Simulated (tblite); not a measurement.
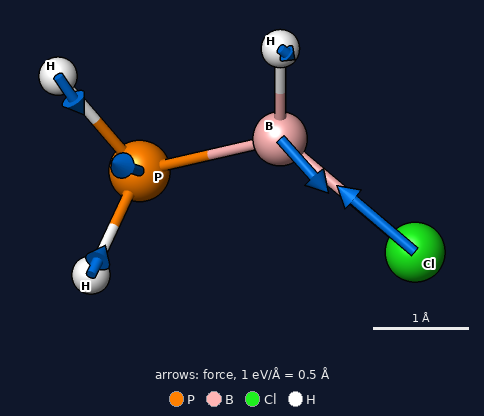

Starting geometry of BPH$_{3}$Cl with the computed forces as blue arrows. The picture is a ball-and-stick view, seen at a tilt.

Computed with GFN2-xTB geometry optimisation, gas phase in tblite. 

Is this structure relaxed? If not, where do the atoms go?

It isn't relaxed: the largest force vector, on the Cl atom, is 2.19 eV/Å. The final displacements follow the starting forces only in part (cosine between the two patterns 0.35). The energy falls by 0.373 eV in 39 geometry steps. The atom that moves furthest after the best rigid fit is an H atom (0.39 Å). By element the largest moves are H 0.39 Å, Cl 0.35 Å, P 0.16 Å, B 0.05 Å. Near-neighbour distances that change, for instance: B–Cl 1.858 → 1.695 Å, H–P 1.461 → 1.380 Å, B–P 1.916 → 1.884 Å, B–H 1.179 → 1.174 Å. Among the angles between lasting bonds that change: B–P–H 94.3° → 100.1°, B–P–H 93.9° → 99.0°. Groups turn about B–P by about 35°. Cost: 0.13 s on 1 thread of Arm Neoverse V1, on a shared host.
